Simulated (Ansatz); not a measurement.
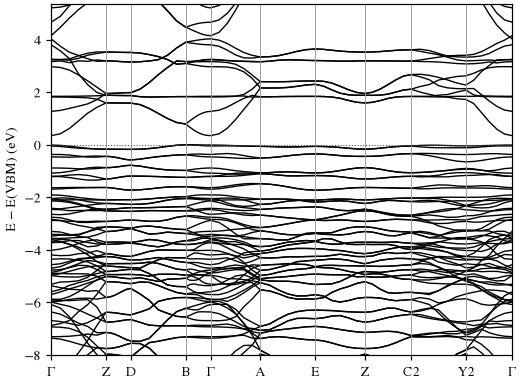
Fig. 1. Band structure from DFT-r²SCAN in the program Ansatz with PAW potentials

The gap is 0.34 eV; an edge lies off the plotted path or next to a special point (maximum off the standard path, minimum at Γ).

Q: Which compound is it?
A) CuTe2I, P2_1/c (Cu on 4e, Te on 4e, Te on 4e, I on 4e)
B) CoTeO4, P2_1/c (Co on 2c, Te on 2b, O on 4e, O on 4e)
C) SbRuS, P2_1/c (Sb on 4e, Ru on 4e, S on 4e)
D) SbRuSe, P2_1/c (Sb on 4e, Ru on 4e, Se on 4e)

A: B, CoTeO4, P2_1/c (Co on 2c, Te on 2b, O on 4e, O on 4e)

The first step of the workflow began from a Materials Project structure, measured or hypothetical; the Crystallography Open Database copy checked does not list it. Whether it is the stable phase at ambient conditions was not checked. Symmetry was held in the r²SCAN relaxation, as lowered by the spin order; whether a distortion lowers the energy is not shown. The final state is antiferromagnetic, chosen from 3 collinear starts compared on coarse meshes (ties went to the first, and starts can fall back to one state), not a proven ground state. Other orbital occupations within this spin state were not tried. No Hubbard U is applied. Point labels and valley counts follow the cell and symmetry of the run, lower than the named group. Scalar-relativistic: spin–orbit coupling is off unless named, which matters more the heavier the elements.

Potentials: the later of the program's two PAW sets.
